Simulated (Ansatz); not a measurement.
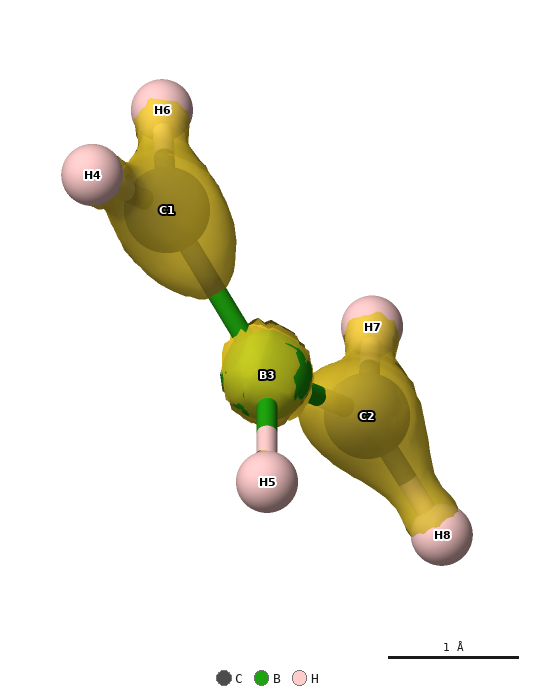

Figure. C$_{2}$H$_{5}$B (SMILES [CH2][BH-]=C) (charge −1, doublet). Isosurface of the total electron density at 1.5 e/Å³ (yellow), seen at an oblique angle.

Geometry: PBE0-D3(BJ)/def2-SVPD; the highest occupied orbital lies above zero, a sign that basis and functional describe the outermost electron poorly.

Theory: Ansatz 0.2.0, isolated molecule in a Gaussian basis; Kohn-Sham density functional theory, functional PBE0.

The calculation's input:

```
crystal:
  periodic: [false, false, false]
  atoms:
    - {symbol: C, position_ang: [-0.475683, 2.702547, 1.860861]}
    - {symbol: C, position_ang: [-0.774777, 0.239030, 0.963315]}
    - {symbol: B, position_ang: [-1.260277, 1.421287, 1.759576]}
    - {symbol: H, position_ang: [-0.790607, 3.589490, 2.429555]}
    - {symbol: H, position_ang: [-2.345637, 1.336675, 2.353476]}
    - {symbol: H, position_ang: [0.494640, 2.839833, 1.356755]}
    - {symbol: H, position_ang: [0.180421, 0.251826, 0.413834]}
    - {symbol: H, position_ang: [-1.313129, -0.714422, 0.861510]}
basis:
  gaussian:
    orbitals: def2-TZVPD
hamiltonian:
  xc: {name: PBE0}
output: {forces: true, orbitals: {seedname: orbitals}}
total_charge: -1
magnetization:
  spin_polarized: true
  initial_magnetization: 1
```

Command:

```sh
ansatz run input.yaml --threads 2 --pin off --max-ram 4350MiB --events-out events.jsonl --progress --plain --runs-dir runs
```

> What does this surface tell about the bonding?

At this value the surface falls into four separate pieces. It bridges the sampled C–H (1.10 Å) contacts, where the density stays above the isovalue. It is pinched off along the sampled C–B (1.51 Å) and B–H (1.24 Å) contacts. On the grid the lowest density along these lines, outside the cores, is 1.3 e/Å³ (C–B, 1.51 Å), 1.8 e/Å³ (C–H, 1.10 Å) and 1 e/Å³ (B–H, 1.24 Å).
